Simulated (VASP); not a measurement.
Band structure of Be (hcp). Level of theory: LDA (Ceperley-Alder, Perdew-Zunger), VASP's LDA PAW potentials (set 64) (plane waves; VASP).

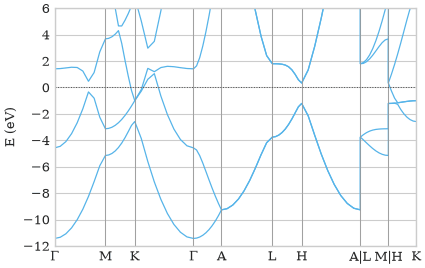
*Bands along high-symmetry lines, zero at the valence-band maximum or, without a gap, the Fermi level*

### Question
Read the plot: is there a gap, and where are the band edges?

### Answer
It has no gap at this level: it comes out as a metal or semimetal. (Edges off the drawn lines would not show.)

The compound is Be in the hcp structure. It was relaxed first, which changed the volume by -7 %.
